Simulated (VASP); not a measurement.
Band structure of Ba (bcc). Calculation: LDA (Ceperley-Alder, Perdew-Zunger), VASP's LDA PAW potentials (set 64) (plane waves; VASP).

Unless said otherwise, spin-orbit coupling is left out, though it shifts the bands of the heavy elements here.

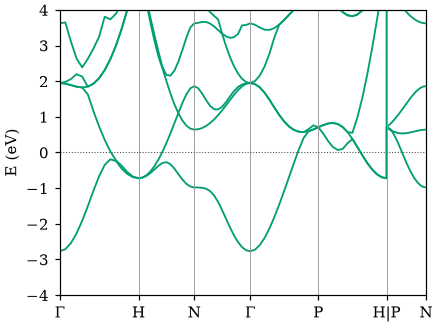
*Bands along high-symmetry lines, zero at the valence-band maximum or, without a gap, the Fermi level*

Task: Read the plot: is there a gap, and where are the band edges?

Result: It has no gap at this level: it comes out as a metal or semimetal. (Edges off the drawn lines would not show.)

The compound is Ba in the bcc structure. It was relaxed first, which changed the volume by -14 %.
